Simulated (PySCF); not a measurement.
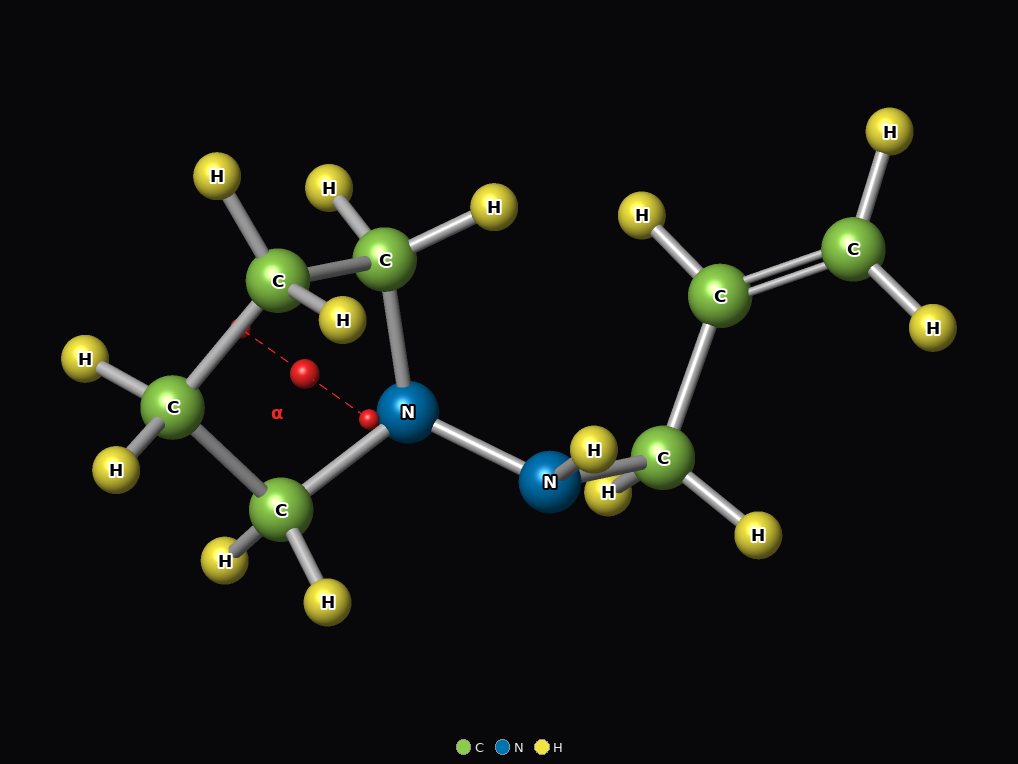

The small points mark where nucleus-independent chemical shifts (NICS) were computed: at the centre of each lettered ring and 1 Å above and below it. Computed geometry: GFN2-xTB optimisation. No frequency run is at hand to confirm it as a minimum. Level of theory: GIAO PBE0/pcSseg-1 NMR shielding, non-relativistic, gas phase (PySCF 2.14.0).

Give NICS(0), NICS(1) and the out-of-plane component NICS(1)zz for each ring (means of the two sides).

```tsv
ring	members	NICS(0)	NICS(1)	NICS(1)zz
α	C4N	−7.5	−4.2	−5.2
```

Values in ppm.

What do the values say about the ring currents?

Answer. Ring α: weak, as in a non-aromatic ring. NICS is one index among several.
